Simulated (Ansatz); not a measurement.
# CH5AlS: energies and forces away from the minimum

How good are functionals off equilibrium? 4 randomly displaced structures are computed with CCSD(T) and cheaper methods.

The runs use Ansatz 0.2.0, Gaussian basis; single points with forces in def2-TZVPP.

Levels: PBE-D4, r2SCAN-D4, PBE0-D4, wB97M-V, Hartree-Fock, MP2, CCSD, CCSD(T). Each coordinate is moved by a Gaussian draw of the width named (0.7 of it for atoms other than hydrogen): 0.04, 0.04, 0.09, 0.02 Å.

Cores are frozen in the correlated methods.

11 further runs of the same task are left out: 11 set aside as unsound or not needed.

## (1) Starting geometry

The minimum, relaxed at PBE0-D4: SMILES `C[S][AlH2]`, 8 atoms, charge 0, spin multiplicity 1.

Atoms are counted from 1 here; the program's logs count them from 0.

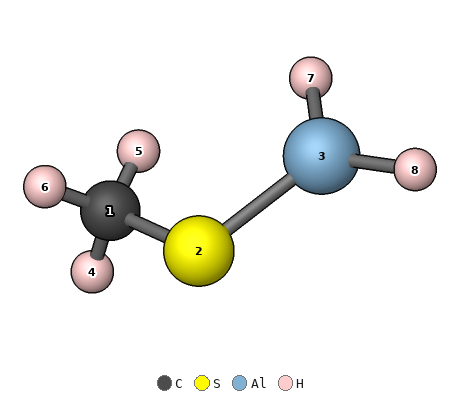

The starting geometry (carbon dark grey, sulfur yellow, aluminium light blue, hydrogen pink); atoms are numbered from 1 in the order of the file.

Coordinates:

```xyz
8
CH5AlS
C    -0.7246    1.0532   -0.5037
S    -1.0899   -0.4428    0.4698
Al    0.8597   -1.3724    0.6518
H    -1.3037    1.0209   -1.4256
H     0.3349    1.1253   -0.7475
H    -1.0201    1.9276    0.0747
H     2.0883   -0.6373   -0.0276
H     0.9476   -2.7318    1.4522
```

Energies of the minimum (eV), from earlier single points: PBE-D4 -18542.47880, r2SCAN-D4 -18550.28547, PBE0-D4 -18544.26443, B3LYP-D4 -18554.03441, wB97M-V -18550.53397, CCSD(T) -18525.24052.

## (2) Structure 1, width 0.04 Å

File ccsdt-tzvpp/in.yaml:

```yaml
crystal:
  periodic: [false, false, false]
  atoms:
    - {symbol: C, position_ang: [-0.759517, 1.060179, -0.493544]}
    - {symbol: S, position_ang: [-1.113077, -0.425736, 0.506258]}
    - {symbol: Al, position_ang: [0.866572, -1.382167, 0.675991]}
    - {symbol: H, position_ang: [-1.231653, 0.971083, -1.347508]}
    - {symbol: H, position_ang: [0.296031, 1.093400, -0.726518]}
    - {symbol: H, position_ang: [-1.022026, 1.893377, 0.158618]}
    - {symbol: H, position_ang: [2.054105, -0.665131, -0.054611]}
    - {symbol: H, position_ang: [0.935513, -2.691202, 1.512340]}
basis:
  gaussian: {orbitals: def2-TZVPP}
correlation: {method: ccsd_t}
output: {forces: true}
```

The command line of these runs was not kept.

The program printed:

```text
Functional definition: HF
  name "HF"
  cite "Fock, Z. Phys. 61, 126 (1930) doi:10.1007/BF01340294"
  parent pbe
  exchange = exact_x
  correlation = 0
1057 factors; integrals over basis functions are off by at most 1.1e-3 eV
mean field evaluation 1: about -18509.5123 eV, gradient 2.2e1 eV
mean field evaluation 2: about -18509.6713 eV, gradient 2.2e1 eV
mean field evaluation 4: about -18511.2868 eV, gradient 2.8e0 eV
mean field evaluation 8: about -18511.3198 eV, gradient 1.6e-1 eV
mean field evaluation 16: about -18510.9037 eV, gradient 8.3e0 eV
mean field -18511.31990877 eV, -680.2784592240 hartree, gradient 2.6e-6 eV, S^2 0.000000; 0 other end points of the search recorded, 0 dependent functions left out
11 core orbitals not correlated: weight in the atoms' cores, before any rotation towards them, 1.000 or more for the frozen orbitals, at most 0.000 for the correlated occupied ones
reference -18511.31990877 eV, -680.2784592240 hartree; 9, 9 occupied and 165, 165 virtual orbitals, 1057 factors
second order -11.88395796 eV of doubles, -0.00000000 eV of singles
cycle   1  -12.67112409 eV  change   -7.9e-1 eV  update   7.8e-2
cycle   2  -13.04404720 eV  change   -3.7e-1 eV  update   2.4e-2
cycle   3  -13.09112987 eV  change   -4.7e-2 eV  update   1.0e-2
cycle   4  -13.08669049 eV  change    4.4e-3 eV  update   3.1e-3
cycle   5  -13.08623768 eV  change    4.5e-4 eV  update   1.5e-3
cycle   6  -13.08612248 eV  change    1.2e-4 eV  update   5.2e-4
cycle   7  -13.08607329 eV  change    4.9e-5 eV  update   1.8e-4
cycle   8  -13.08611554 eV  change   -4.2e-5 eV  update   6.4e-5
cycle   9  -13.08611566 eV  change   -1.2e-7 eV  update   1.9e-5
cycle  10  -13.08610678 eV  change    8.9e-6 eV  update   7.1e-6
cycle  11  -13.08610950 eV  change   -2.7e-6 eV  update   2.7e-6
perturbative correction -0.52417747 eV, -0.0192631666 hartree
the calculation of the forces begins
working
Total energy: -18524.93019574 eV, -680.7786280448 hartree
Atom 0 at    -0.759517     1.060179    -0.493544 Å, force     2.712505     0.110636     4.414644 eV/Å
Atom 1 at    -1.113077    -0.425736     0.506258 Å, force     0.235785    -0.653678     0.238199 eV/Å
Atom 2 at     0.866572    -1.382167     0.675991 Å, force    -0.569803     0.358472    -0.103167 eV/Å
Atom 3 at    -1.231653     0.971083    -1.347508 Å, force    -2.839432     0.010728    -4.133132 eV/Å
Atom 4 at     0.296031     1.093400    -0.726518 Å, force     0.366301     0.194907     0.100058 eV/Å
Atom 5 at    -1.022026     1.893377     0.158618 Å, force    -0.134425     0.188540    -0.597326 eV/Å
Atom 6 at     2.054105    -0.665131    -0.054611 Å, force     0.155019     0.035126    -0.054527 eV/Å
Atom 7 at     0.935513    -2.691202     1.512340 Å, force     0.074050    -0.244731     0.135252 eV/Å
Dipole moment:     0.180818     0.183198    -0.156017 e Å
```

Run time: 2.4 min. Hardware: 2 threads, shared host; peak memory 3.2 GiB.

The other levels were run on the same coordinates; their logs were not kept, and their results stand in the tables.

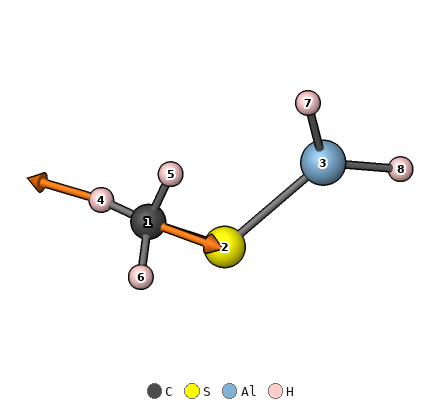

Forces at CCSD(T); the longest arrow is 5.18 eV/Å.

| method | RMS force component (eV/Å) | RMS error against CCSD(T) (eV/Å) | angle to CCSD(T) forces (°) | dipole (D) |
| --- | --- | --- | --- | --- |
| PBE-D4 | 1.530 | 0.106 | 3.8 | 1.46 |
| r2SCAN-D4 | 1.491 | 0.039 | 1.5 | 1.54 |
| PBE0-D4 | 1.516 | 0.087 | 3.2 | 1.51 |
| wB97M-V | 1.483 | 0.065 | 2.4 | 1.47 |
| CCSD(T) | 1.496 | reference | reference | 1.45 |

## (3) Structure 2, width 0.04 Å

File ccsdt-tzvpp/in.yaml:

```yaml
crystal:
  periodic: [false, false, false]
  atoms:
    - {symbol: C, position_ang: [-0.687744, 0.988730, -0.539844]}
    - {symbol: S, position_ang: [-1.144569, -0.428072, 0.445966]}
    - {symbol: Al, position_ang: [0.940145, -1.370563, 0.712816]}
    - {symbol: H, position_ang: [-1.303332, 0.989799, -1.371453]}
    - {symbol: H, position_ang: [0.347117, 1.150053, -0.730294]}
    - {symbol: H, position_ang: [-1.084682, 1.921316, 0.134803]}
    - {symbol: H, position_ang: [2.053078, -0.609860, -0.076365]}
    - {symbol: H, position_ang: [0.952516, -2.788288, 1.389052]}
basis:
  gaussian: {orbitals: def2-TZVPP}
correlation: {method: ccsd_t}
output: {forces: true}
```

The program printed:

```text
[... 6 set-up lines as earlier in the session ...]
1057 factors; integrals over basis functions are off by at most 1.2e-3 eV
mean field evaluation 1: about -18509.2041 eV, gradient 2.1e1 eV
mean field evaluation 2: about -18509.3654 eV, gradient 2.1e1 eV
mean field evaluation 4: about -18510.9997 eV, gradient 2.9e0 eV
mean field evaluation 8: about -18511.0350 eV, gradient 1.8e-1 eV
mean field evaluation 16: about -18510.6037 eV, gradient 8.4e0 eV
mean field -18511.03523428 eV, -680.2679976296 hartree, gradient 3.3e-6 eV, S^2 0.000000; 0 other end points of the search recorded, 0 dependent functions left out
11 core orbitals not correlated: weight in the atoms' cores, before any rotation towards them, 1.000 or more for the frozen orbitals, at most 0.000 for the correlated occupied ones
reference -18511.03523428 eV, -680.2679976296 hartree; 9, 9 occupied and 165, 165 virtual orbitals, 1057 factors
second order -11.94833205 eV of doubles, -0.00000000 eV of singles
cycle   1  -12.71980001 eV  change   -7.7e-1 eV  update   8.1e-2
cycle   2  -13.10480163 eV  change   -3.9e-1 eV  update   2.5e-2
cycle   3  -13.15945163 eV  change   -5.5e-2 eV  update   1.1e-2
cycle   4  -13.15507132 eV  change    4.4e-3 eV  update   3.7e-3
cycle   5  -13.15447875 eV  change    5.9e-4 eV  update   1.9e-3
cycle   6  -13.15437775 eV  change    1.0e-4 eV  update   7.2e-4
cycle   7  -13.15426868 eV  change    1.1e-4 eV  update   2.6e-4
cycle   8  -13.15431700 eV  change   -4.8e-5 eV  update   9.3e-5
cycle   9  -13.15432301 eV  change   -6.0e-6 eV  update   2.9e-5
cycle  10  -13.15431061 eV  change    1.2e-5 eV  update   1.1e-5
cycle  11  -13.15431397 eV  change   -3.4e-6 eV  update   4.3e-6
perturbative correction -0.53718988 eV, -0.0197413640 hartree
the calculation of the forces begins
working
working
Total energy: -18524.72673813 eV, -680.7711511156 hartree
Atom 0 at    -0.687744     0.988730    -0.539844 Å, force    -1.268068     3.146730     3.487619 eV/Å
Atom 1 at    -1.144569    -0.428072     0.445966 Å, force     1.482911    -1.617872     0.716737 eV/Å
Atom 2 at     0.940145    -1.370563     0.712816 Å, force    -1.751595     0.282911    -0.415735 eV/Å
Atom 3 at    -1.303332     0.989799    -1.371453 Å, force    -0.805225     0.055519    -1.981449 eV/Å
Atom 4 at     0.347117     1.150053    -0.730294 Å, force     0.737538    -0.136498    -0.290094 eV/Å
Atom 5 at    -1.084682     1.921316     0.134803 Å, force     1.133191    -1.851324    -1.741150 eV/Å
Atom 6 at     2.053078    -0.609860    -0.076365 Å, force     0.282778     0.077946     0.074475 eV/Å
Atom 7 at     0.952516    -2.788288     1.389052 Å, force     0.188470     0.042588     0.149598 eV/Å
Dipole moment:     0.286641     0.146981    -0.046880 e Å
```

Wall time 2.5 min (2 threads, shared host); peak memory 3.2 GiB.

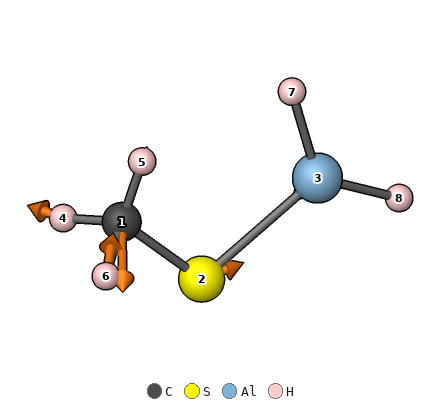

Forces at CCSD(T); the longest arrow is 4.87 eV/Å.

| method | RMS force component (eV/Å) | RMS error against CCSD(T) (eV/Å) | angle to CCSD(T) forces (°) | dipole (D) |
| --- | --- | --- | --- | --- |
| PBE-D4 | 1.345 | 0.131 | 5.4 | 1.46 |
| r2SCAN-D4 | 1.368 | 0.051 | 2.1 | 1.57 |
| PBE0-D4 | 1.385 | 0.099 | 4.1 | 1.59 |
| wB97M-V | 1.376 | 0.066 | 2.8 | 1.61 |
| CCSD(T) | 1.376 | reference | reference | 1.56 |

## (4) Structure 3, width 0.09 Å

File ccsdt-tzvpp/in.yaml:

```yaml
crystal:
  periodic: [false, false, false]
  atoms:
    - {symbol: C, position_ang: [-0.800784, 1.047629, -0.488153]}
    - {symbol: S, position_ang: [-1.213511, -0.507517, 0.536230]}
    - {symbol: Al, position_ang: [0.854133, -1.385026, 0.573149]}
    - {symbol: H, position_ang: [-1.152545, 0.983974, -1.511618]}
    - {symbol: H, position_ang: [0.438365, 1.161714, -0.919301]}
    - {symbol: H, position_ang: [-0.999352, 1.994550, -0.193703]}
    - {symbol: H, position_ang: [2.251177, -0.666700, -0.067915]}
    - {symbol: H, position_ang: [0.957693, -2.864688, 1.462109]}
basis:
  gaussian: {orbitals: def2-TZVPP}
correlation: {method: ccsd_t}
output: {forces: true}
```

The program printed:

```text
[... 6 set-up lines as earlier in the session ...]
1063 factors; integrals over basis functions are off by at most 1.0e-3 eV
mean field evaluation 1: about -18508.4201 eV, gradient 2.0e1 eV
mean field evaluation 2: about -18508.5658 eV, gradient 2.0e1 eV
mean field evaluation 4: about -18510.0296 eV, gradient 2.9e0 eV
mean field evaluation 8: about -18510.0663 eV, gradient 1.9e-1 eV
mean field evaluation 16: about -18508.4212 eV, gradient 2.0e1 eV
mean field -18510.06650031 eV, -680.2323973128 hartree, gradient 2.9e-6 eV, S^2 0.000000; 0 other end points of the search recorded, 0 dependent functions left out
11 core orbitals not correlated: weight in the atoms' cores, before any rotation towards them, 1.000 or more for the frozen orbitals, at most 0.000 for the correlated occupied ones
reference -18510.06650031 eV, -680.2323973128 hartree; 9, 9 occupied and 165, 165 virtual orbitals, 1063 factors
second order -12.01321336 eV of doubles, -0.00000000 eV of singles
cycle   1  -12.79020507 eV  change   -7.8e-1 eV  update   8.6e-2
cycle   2  -13.20810632 eV  change   -4.2e-1 eV  update   2.8e-2
cycle   3  -13.27091935 eV  change   -6.3e-2 eV  update   1.2e-2
cycle   4  -13.26688735 eV  change    4.0e-3 eV  update   3.5e-3
cycle   5  -13.26679462 eV  change    9.3e-5 eV  update   1.6e-3
cycle   6  -13.26661385 eV  change    1.8e-4 eV  update   5.5e-4
cycle   7  -13.26649169 eV  change    1.2e-4 eV  update   2.0e-4
cycle   8  -13.26652083 eV  change   -2.9e-5 eV  update   7.4e-5
cycle   9  -13.26652285 eV  change   -2.0e-6 eV  update   2.4e-5
cycle  10  -13.26651081 eV  change    1.2e-5 eV  update   9.1e-6
cycle  11  -13.26651384 eV  change   -3.0e-6 eV  update   3.6e-6
perturbative correction -0.56463482 eV, -0.0207499470 hartree
the calculation of the forces begins
working
working
Total energy: -18523.89764897 eV, -680.7406826509 hartree
Atom 0 at    -0.800784     1.047629    -0.488153 Å, force     4.602909    -2.960727    -3.315325 eV/Å
Atom 1 at    -1.213511    -0.507517     0.536230 Å, force     1.273918     1.348489    -0.836981 eV/Å
Atom 2 at     0.854133    -1.385026     0.573149 Å, force     0.445871    -0.600221     0.597703 eV/Å
Atom 3 at    -1.152545     0.983974    -1.511618 Å, force    -0.966446    -0.536013     0.010730 eV/Å
Atom 4 at     0.438365     1.161714    -0.919301 Å, force    -3.030341    -0.663883     1.971614 eV/Å
Atom 5 at    -0.999352     1.994550    -0.193703 Å, force    -1.018994     2.586537     2.033391 eV/Å
Atom 6 at     2.251177    -0.666700    -0.067915 Å, force    -1.205228    -0.468105     0.394053 eV/Å
Atom 7 at     0.957693    -2.864688     1.462109 Å, force    -0.101689     1.293923    -0.855185 eV/Å
Dipole moment:     0.102789     0.223412    -0.223336 e Å
```

Run time: 2.6 min. Hardware: 2 threads, shared host; peak memory 3.2 GiB.

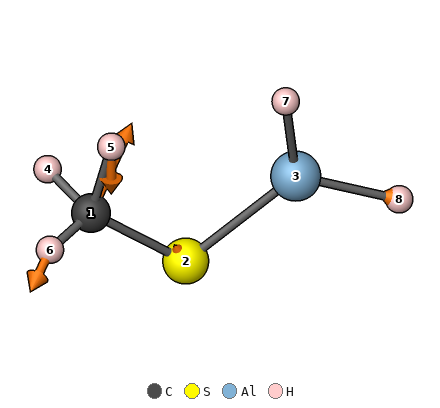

Forces at CCSD(T); the longest arrow is 6.40 eV/Å.

| method | RMS force component (eV/Å) | RMS error against CCSD(T) (eV/Å) | angle to CCSD(T) forces (°) | dipole (D) |
| --- | --- | --- | --- | --- |
| PBE-D4 | 1.745 | 0.140 | 4.3 | 1.64 |
| r2SCAN-D4 | 1.791 | 0.043 | 1.4 | 1.72 |
| PBE0-D4 | 1.818 | 0.095 | 2.9 | 1.68 |
| wB97M-V | 1.818 | 0.072 | 2.1 | 1.63 |
| CCSD(T) | 1.789 | reference | reference | 1.60 |

## (5) Structure 4, width 0.02 Å

File ccsdt-tzvpp/in.yaml:

```yaml
crystal:
  periodic: [false, false, false]
  atoms:
    - {symbol: C, position_ang: [-0.726800, 1.041601, -0.497273]}
    - {symbol: S, position_ang: [-1.059551, -0.451018, 0.500704]}
    - {symbol: Al, position_ang: [0.870986, -1.384607, 0.632291]}
    - {symbol: H, position_ang: [-1.310031, 0.995884, -1.420112]}
    - {symbol: H, position_ang: [0.349605, 1.112503, -0.752883]}
    - {symbol: H, position_ang: [-1.021894, 1.850313, 0.082443]}
    - {symbol: H, position_ang: [2.106016, -0.641733, -0.006068]}
    - {symbol: H, position_ang: [0.938233, -2.757118, 1.459314]}
basis:
  gaussian: {orbitals: def2-TZVPP}
correlation: {method: ccsd_t}
output: {forces: true}
```

The program printed:

```text
[... 6 set-up lines as earlier in the session ...]
1058 factors; integrals over basis functions are off by at most 1.1e-3 eV
mean field evaluation 1: about -18509.8531 eV, gradient 2.1e1 eV
mean field evaluation 2: about -18510.0135 eV, gradient 2.1e1 eV
mean field evaluation 4: about -18511.5100 eV, gradient 2.8e0 eV
mean field evaluation 8: about -18511.5410 eV, gradient 1.6e-1 eV
mean field evaluation 16: about -18511.1492 eV, gradient 7.6e0 eV
mean field -18511.54117015 eV, -680.2865904297 hartree, gradient 2.4e-6 eV, S^2 0.000000; 0 other end points of the search recorded, 0 dependent functions left out
11 core orbitals not correlated: weight in the atoms' cores, before any rotation towards them, 1.000 or more for the frozen orbitals, at most 0.000 for the correlated occupied ones
reference -18511.54117015 eV, -680.2865904297 hartree; 9, 9 occupied and 165, 165 virtual orbitals, 1058 factors
second order -11.89302514 eV of doubles, -0.00000000 eV of singles
cycle   1  -12.67975015 eV  change   -7.9e-1 eV  update   7.9e-2
cycle   2  -13.05873147 eV  change   -3.8e-1 eV  update   2.4e-2
cycle   3  -13.10572652 eV  change   -4.7e-2 eV  update   9.7e-3
cycle   4  -13.10165991 eV  change    4.1e-3 eV  update   3.0e-3
cycle   5  -13.10132826 eV  change    3.3e-4 eV  update   1.3e-3
cycle   6  -13.10118712 eV  change    1.4e-4 eV  update   4.6e-4
cycle   7  -13.10113537 eV  change    5.2e-5 eV  update   1.6e-4
cycle   8  -13.10117140 eV  change   -3.6e-5 eV  update   5.9e-5
cycle   9  -13.10117185 eV  change   -4.6e-7 eV  update   1.8e-5
cycle  10  -13.10116400 eV  change    7.9e-6 eV  update   6.5e-6
perturbative correction -0.52715432 eV, -0.0193725641 hartree
the calculation of the forces begins
working
Total energy: -18525.16948847 eV, -680.7874218904 hartree
Atom 0 at    -0.726800     1.041601    -0.497273 Å, force     1.082234    -1.384167    -1.283560 eV/Å
Atom 1 at    -1.059551    -0.451018     0.500704 Å, force    -0.451444    -0.138024     0.014665 eV/Å
Atom 2 at     0.870986    -1.384607     0.632291 Å, force     0.325984    -0.472278     0.351896 eV/Å
Atom 3 at    -1.310031     0.995884    -1.420112 Å, force     0.064250     0.012035     0.149265 eV/Å
Atom 4 at     0.349605     1.112503    -0.752883 Å, force    -0.612045     0.061244     0.142481 eV/Å
Atom 5 at    -1.021894     1.850313     0.082443 Å, force    -0.469364     1.645839     0.910718 eV/Å
Atom 6 at     2.106016    -0.641733    -0.006068 Å, force     0.035886    -0.016675    -0.061077 eV/Å
Atom 7 at     0.938233    -2.757118     1.459314 Å, force     0.024498     0.292026    -0.224388 eV/Å
Dipole moment:     0.117465     0.221408    -0.188323 e Å
```

It took 1.8 min on 2 threads, shared host; peak memory 3.2 GiB.

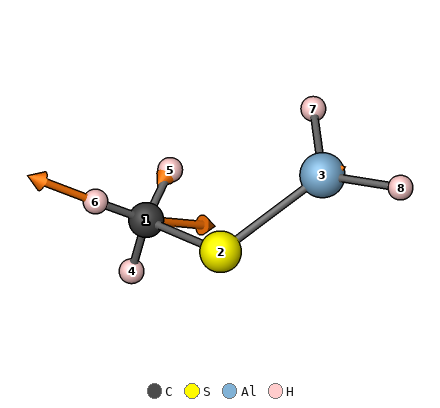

Forces at CCSD(T); the longest arrow is 2.18 eV/Å.

| method | RMS force component (eV/Å) | RMS error against CCSD(T) (eV/Å) | angle to CCSD(T) forces (°) | dipole (D) |
| --- | --- | --- | --- | --- |
| PBE-D4 | 0.660 | 0.113 | 9.8 | 1.55 |
| r2SCAN-D4 | 0.627 | 0.047 | 4.2 | 1.62 |
| PBE0-D4 | 0.638 | 0.093 | 8.3 | 1.57 |
| wB97M-V | 0.629 | 0.066 | 5.9 | 1.52 |
| CCSD(T) | 0.637 | reference | reference | 1.51 |

## (6) All structures together

Energy above the minimum (kcal/mol):

| structure | width (Å) | PBE-D4 | r2SCAN-D4 | PBE0-D4 | wB97M-V | Hartree-Fock | MP2 | CCSD | CCSD(T) |
| --- | --- | --- | --- | --- | --- | --- | --- | --- | --- |
| 1 | 0.04 | 7.8 | 7.2 | 7.3 | 7.0 | 6.6 | 6.9 | 7.1 | 7.2 |
| 2 | 0.04 | 11.1 | 11.9 | 11.9 | 12.0 | 13.2 | 12.0 | 12.1 | 11.8 |
| 3 | 0.09 | 28.4 | 31.2 | 31.7 | 32.3 | 35.5 | 32.8 | 31.8 | 31.0 |
| 4 | 0.02 | 1.7 | 1.6 | 1.6 | 1.6 | 1.5 | 1.6 | 1.6 | 1.6 |

Miss and cost, level by level (times from a shared host):

| method | mean energy error from CCSD(T) (kcal/mol) | mean time a point |
| --- | --- | --- |
| PBE-D4 | 1.0 | 1.9 s |
| r2SCAN-D4 | 0.1 | 3.2 s |
| PBE0-D4 | 0.3 | 3 s |
| wB97M-V | 0.4 | 7.6 s |
| Hartree-Fock | 1.6 | part of the CCSD(T) run |
| MP2 | 0.6 | part of the CCSD(T) run |
| CCSD | 0.3 | part of the CCSD(T) run |
| CCSD(T) | 0 | 2.3 min |

The best functional, r2SCAN-D4, misses by 0.1 kcal/mol and takes 3.2 s a point, against 2.3 min for CCSD(T).

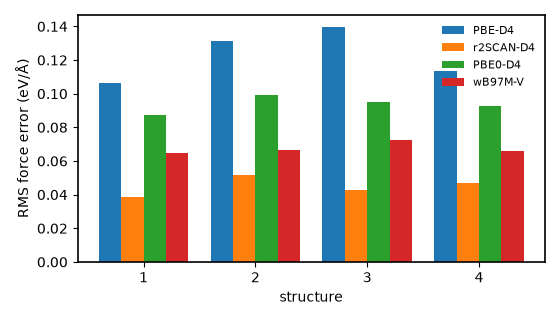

Force errors against CCSD(T).

## (7) What came out

| quantity | value |
| --- | --- |
| energy above the minimum, CCSD(T) | 7.2, 11.8, 31.0, 1.6 kcal/mol |
| mean energy error | PBE-D4 1.0, r2SCAN-D4 0.1, PBE0-D4 0.3, wB97M-V 0.4, Hartree-Fock 1.6, MP2 0.6, CCSD 0.3 kcal/mol |
| mean RMS force error | PBE-D4 0.123, r2SCAN-D4 0.045, PBE0-D4 0.094, wB97M-V 0.067 eV/Å |
| largest T1 diagnostic | 0.012 |

In words: r2SCAN-D4 gives the best energies and Hartree-Fock the worst. For forces r2SCAN-D4 is best, off by 3 % of the typical force, and PBE-D4 worst (9 %); with few structures and a triple-zeta reference, gaps of a few points rank nothing.
